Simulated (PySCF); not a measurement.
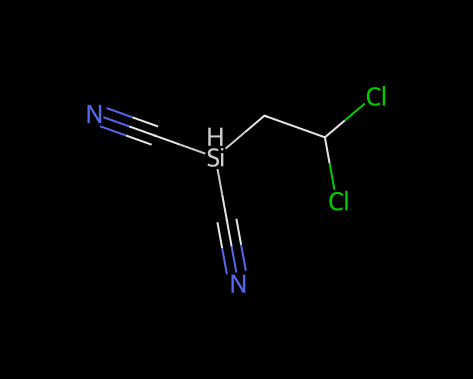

Computed geometry: GFN2-xTB optimisation. No frequency run is at hand to confirm it as a minimum. Properties computed with PBE0/pcSseg-1, gas phase (PySCF 2.14.0).

What does the calculation give?

The species is C4H4Cl2N2Si (`N#C[SiH](C#N)CC(Cl)Cl`).
- dipole moment: 2.98 D
- HOMO energy (Kohn–Sham orbital): −9.33 eV
- LUMO energy (Kohn–Sham orbital): −1.58 eV
- HOMO–LUMO gap: 7.75 eV

The geometry is semi-empirical. Around Si such bond lengths and angles can be off by a tenth of an ångström or more and by several degrees, and values that hang on the shape move with them.
